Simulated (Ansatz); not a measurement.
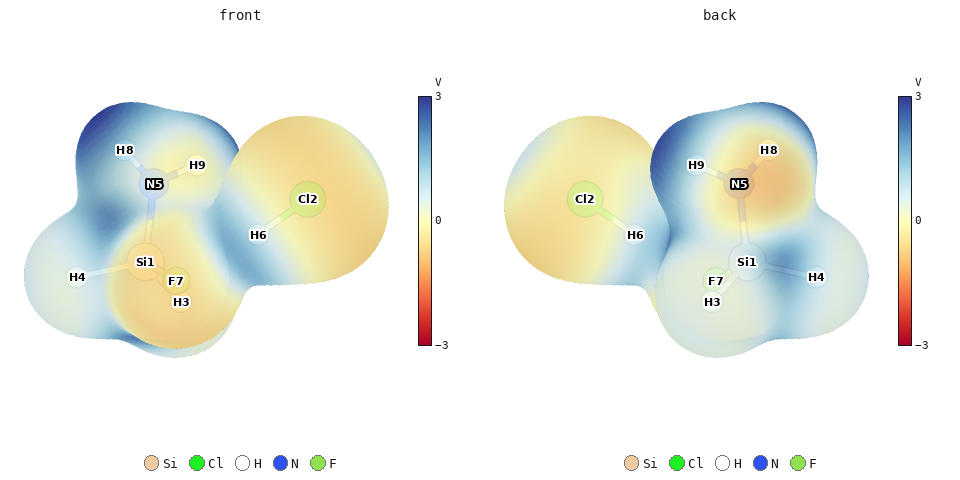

Figure. FH₄NSi···HCl. The electrostatic potential painted on the density surface at 0.004 e/bohr³, seen from the front and from behind; the colour scale runs from red (negative) to blue (positive).

The product side of a reaction path; geometry: PBE0-D4/def2-TZVP.

Method: Ansatz 0.2.0, RKS PBE0-D4/def2-TZVPP.

Input

```
crystal:
  periodic: [false, false, false]
  atoms:
    - {symbol: Si, position_ang: [-1.050787, -0.056877, 0.132945]}
    - {symbol: Cl, position_ang: [2.759422, -1.233877, 0.315574]}
    - {symbol: H, position_ang: [-1.445892, -1.259863, -0.627606]}
    - {symbol: H, position_ang: [-2.179141, 0.705038, 0.707041]}
    - {symbol: N, position_ang: [-0.142422, 0.968039, -0.858568]}
    - {symbol: H, position_ang: [1.686723, -1.044839, 1.001907]}
    - {symbol: F, position_ang: [-0.223051, -0.625578, 1.405754]}
    - {symbol: H, position_ang: [0.006708, 1.935255, -0.623002]}
    - {symbol: H, position_ang: [0.588438, 0.612704, -1.454043]}
basis:
  gaussian: {orbitals: def2-TZVPP}
hamiltonian: {xc: pbe0, dispersion: d4}
output: {orbitals: {seedname: orbitals}}
```

Run with:

```sh
ansatz run in.yaml --threads 4 --pin off --events-out ev --progress --plain --max-ram 9574MiB
```

Which sites attract a positive test charge, and which a negative one?

A positive charge is drawn to the negative regions and a negative charge to the positive ones. The most negative region (about −0.9 V) lies over N5, the most positive (about +2.9 V) over H8. Cl2 shows a σ-hole: about +0.7 V at the tip opposite its bond, against about −0.5 V on its flanks.
